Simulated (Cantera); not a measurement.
Input: 1 mol PbO, 0.31 mol H2O, 1.1 mol N2, at 0.130 bar.

Equilibrium computed with Cantera from the NASA thermochemical tables; the gas is ideal and each condensed phase is pure. Candidate condensed phases: H2O, Pb, PbO, PbO2, Pb3O4; 27 gas species. Gases not in the tables: (PbO)n polymers. Rates play no part.

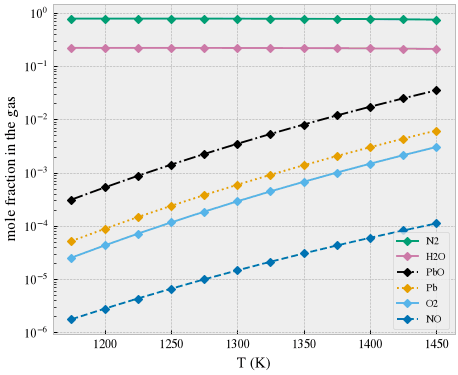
*Equilibrium gas composition (values under 1e-9 drawn at 1e-9)*

Task: Read off the mole fractions at 1175 K.

Result: N2 about 0.78, H2O about 0.22, PbO about 0.00031, Pb about 5.2e-5, O2 about 2.5e-5, NO about 1.8e-6.
